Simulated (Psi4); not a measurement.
**C2F6O (SMILES FC(F)(F)OC(F)(F)F): B3LYP/def2-SVP**

What is the vertical ionisation energy of C2F6O at B3LYP/def2-SVP? 

The calculation is run with Psi4 1.11.

## Step 1: The structure to begin with

C2F6O has 9 atoms, charge 0, and is taken as a singlet. SMILES: `FC(F)(F)OC(F)(F)F`. The coordinates come from a PBE0-D4/def2-TZVP relaxation.

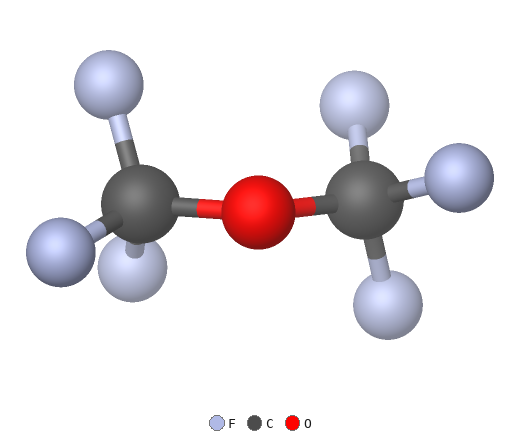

Viewed from a chosen angle; fluorine light blue, carbon dark grey, oxygen red.

## Step 2: The energy at B3LYP/def2-SVP

The input, c2f6o.xyz:

```xyz
9
C2F6O
F      2.076690    -0.384510    -0.999750
C      0.777760    -0.429490    -0.791080
F      0.159870     0.303300    -1.706270
F      0.367380    -1.682330    -0.915040
O      0.570650     0.041580     0.479900
C     -0.682950     0.436400     0.870810
F     -0.666110     0.487120     2.186080
F     -0.980110     1.637760     0.399820
F     -1.623170    -0.409820     0.475530
```

The input, c2f6o.py:

```python
import psi4

psi4.set_memory(2200000000)
psi4.set_num_threads(1)
psi4.core.set_output_file('run.log', False)

with open('c2f6o.xyz') as f:
    atoms = ''.join(f.readlines()[2:])
molecule = psi4.geometry('0 1\n' + atoms + 'symmetry c1\nno_reorient\nno_com')

psi4.set_options({
    'basis': 'def2-SVP',
    'reference': 'rks',
    'puream': True,
    'e_convergence': 1e-09,
    'd_convergence': 1e-08,
    'scf_type': 'pk',
    'dft_radial_points': 99,
    'dft_spherical_points': 590,
})

e, wfn = psi4.energy("b3lyp", return_wfn=True)
print(f'b3lyp energy: {e:.10f} Eh')
```

Started as:

```console
$ python c2f6o.py
```

run.log, cut to the lines that bear on the results:

```text
[...]
  Running in c1 symmetry.
[...]
  Nuclear repulsion =  565.577163654716742
[...]
  Multiplicity = 1
[...]
  Nalpha       = 37
  Nbeta        = 37
[...]
    Number of basis functions: 126
[...]
   @RKS iter   1:  -749.72653246267612    1.62960e-01   6.43912e-03 ADIIS/DIIS
[...]
   @RKS iter  10:  -749.93339095195120   -6.25278e-12   8.46920e-09 DIIS
[...]
    Orbital Energies [Eh]
    ---------------------
    Doubly Occupied:
       1A    -24.757724     2A    -24.757646     3A    -24.753363
       4A    -24.753332     5A    -24.751961     6A    -24.751866
       7A    -19.239123     8A    -10.521208     9A    -10.521185
      10A     -1.364468    11A     -1.347375    12A     -1.255450
      13A     -1.253241    14A     -1.250264    15A     -1.247428
      16A     -1.136605    17A     -0.795348    18A     -0.707938
      19A     -0.678637    20A     -0.655606    21A     -0.652064
      22A     -0.634234    23A     -0.628314    24A     -0.550703
      25A     -0.515157    26A     -0.511241    27A     -0.505436
      28A     -0.501771    29A     -0.483131    30A     -0.483088
      31A     -0.468174    32A     -0.458952    33A     -0.457602
      34A     -0.443733    35A     -0.443099    36A     -0.432990
[...]
  @RKS Final Energy:  -749.93339095195120
   => Energetics <=
    Nuclear Repulsion Energy =            565.5771636547167418
    One-Electron Energy =               -2165.1996736296946438
    Two-Electron Energy =                 916.1852922915995805
    DFT Exchange-Correlation Energy =     -66.4961732685729032
    Empirical Dispersion Energy =           0.0000000000000000
    VV10 Nonlocal Energy =                  0.0000000000000000
    Total Energy =                       -749.9333909519511963
[...]
 Multipole Moments:
 ------------------------------------------------------------------------------------
     Multipole            Electronic (a.u.)      Nuclear  (a.u.)        Total (a.u.)
 ------------------------------------------------------------------------------------
 L = 1.  Multiply by 2.5417464519 to convert [e a0] to [Debye]
 Dipole X            :          1.5920378           -1.6156969           -0.0236591
 Dipole Y            :          0.1158482           -0.1175788           -0.0017306
 Dipole Z            :          1.3389884           -1.3588832           -0.0198948
 Magnitude           :                                                    0.0309605
[...]
```

On the terminal:

```text
b3lyp energy: -749.9333909520 Eh
```

It took 25 s on 1 thread of Intel Xeon Platinum 8375C at 2.90GHz (Ice Lake), shared host; peak memory 0.87 GiB.

## Step 3: The doublet cation at the same level

The input, c2f6o.json:

```json
{
 "schema_name": "qcschema_input",
 "schema_version": 1,
 "molecule": {
  "schema_name": "qcschema_molecule",
  "schema_version": 2,
  "symbols": ["F", "C", "F", "F", "O", "C", "F", "F", "F"],
  "geometry": [3.92437535, -0.72661859, -1.88925369, 1.46975339, -0.81161847, -1.49492454, 0.30211052, 0.57315393, -3.22438299, 0.69424758, -3.17914295, -1.72917499, 1.07837221, 0.07857481, 0.90687957, -1.29058846, 0.82467648, 1.64559241, -1.25876547, 0.92052339, 4.13109249, -1.85213947, 3.09491786, 0.7555503, -3.06734675, -0.77444756, 0.89862146],
  "molecular_charge": 1,
  "molecular_multiplicity": 2,
  "fix_symmetry": "c1"
 },
 "driver": "energy",
 "model": {
  "method": "b3lyp",
  "basis": "def2-SVP"
 },
 "keywords": {
  "reference": "uks",
  "puream": true,
  "e_convergence": 1e-09,
  "d_convergence": 1e-08,
  "scf_type": "pk",
  "dft_radial_points": 99,
  "dft_spherical_points": 590,
  "maxiter": 100,
  "scf_properties": ["DIPOLE", "LOWDIN_CHARGES", "MAYER_INDICES"]
 }
}
```

Started as:

```console
$ psi4 --qcschema c2f6o.json -n 1 --memory 2200MB
```

stdout, cut to the lines that bear on the results:

```text
[...]
  Running in c1 symmetry.
[...]
  Nuclear repulsion =  565.577163981826175
[...]
  Multiplicity = 2
[...]
  Nalpha       = 37
  Nbeta        = 36
[...]
    Number of basis functions: 126
[...]
   @UKS iter   1:  -749.25909627798728    6.30397e-01   5.57541e-03 ADIIS/DIIS
[...]
   @UKS iter  18:  -749.42526964925344   -2.61480e-11   7.29325e-09 DIIS
[...]
   @S^2 Observed:                7.537518153E-01
[...]
  @UKS Final Energy:  -749.42526964925344
   => Energetics <=
    Nuclear Repulsion Energy =            565.5771639818261747
    One-Electron Energy =               -2145.6430978547941777
    Two-Electron Energy =                 896.7185860012175453
    DFT Exchange-Correlation Energy =     -66.0779217775030645
    Empirical Dispersion Energy =           0.0000000000000000
    VV10 Nonlocal Energy =                  0.0000000000000000
    Total Energy =                       -749.4252696492534369
[...]
 Multipole Moments:
 ------------------------------------------------------------------------------------
     Multipole            Electronic (a.u.)      Nuclear  (a.u.)        Total (a.u.)
 ------------------------------------------------------------------------------------
 L = 1.  Multiply by 2.5417464519 to convert [e a0] to [Debye]
 Dipole X            :         -0.3223457            0.5431886            0.2208429
 Dipole Y            :         -0.0234499            0.0395780            0.0161281
 Dipole Z            :         -0.2710615            0.4568062            0.1857447
 Magnitude           :                                                    0.2890204
[...]
```

The result, in JSON:

```text
{
 "driver": "energy",
 "model": {
  "method": "b3lyp",
  "basis": "def2-SVP"
 },
 "success": true,
 "return_result": -749.4252696492534,
 "properties": {
  "calcinfo_nbasis": 126,
  "calcinfo_nmo": 126,
  "calcinfo_nalpha": 37,
  "calcinfo_nbeta": 36,
  "calcinfo_natom": 9,
  "nuclear_repulsion_energy": 565.5771639818262,
  "return_energy": -749.4252696492534,
  "scf_one_electron_energy": -2145.643097854794,
  "scf_two_electron_energy": 896.7185860012175,
  "scf_xc_energy": -66.07792177750306,
  "scf_dipole_moment": [0.22084287859357732, 0.016128105218446265, 0.18574470130740228],
  "scf_total_energy": -749.4252696492534,
  "scf_iterations": 18
 }
}
```

Run time: 64 s. Hardware: 1 thread of Intel Xeon Platinum 8375C at 2.90GHz (Ice Lake), shared host; peak memory 0.87 GiB.

## Step 4: Summary of results

Level: B3LYP/def2-SVP.

| quantity | value |
| --- | --- |
| singlet C2F6O: total energy | -749.93339 Eh |
| singlet C2F6O: dipole moment | 0.08 D |
| singlet C2F6O: HOMO energy | -10.88 eV |
| singlet C2F6O: LUMO energy | 3.58 eV |
| singlet C2F6O: HOMO–LUMO gap | 14.47 eV |
| doublet cation: total energy | -749.42527 Eh |
| doublet cation: HOMO energy (highest over α and β) | -18.60 eV |
| doublet cation: LUMO energy (lowest over α and β) | -16.68 eV |
| doublet cation: ⟨S²⟩ | 0.754 |
| vertical ionisation energy (to the doublet cation) | 13.827 eV |

In words: The vertical ionisation energy comes to 13.83 eV (1334 kJ/mol). The negative HOMO energy of the first species, 10.88 eV, lies 2.94 eV below that difference.
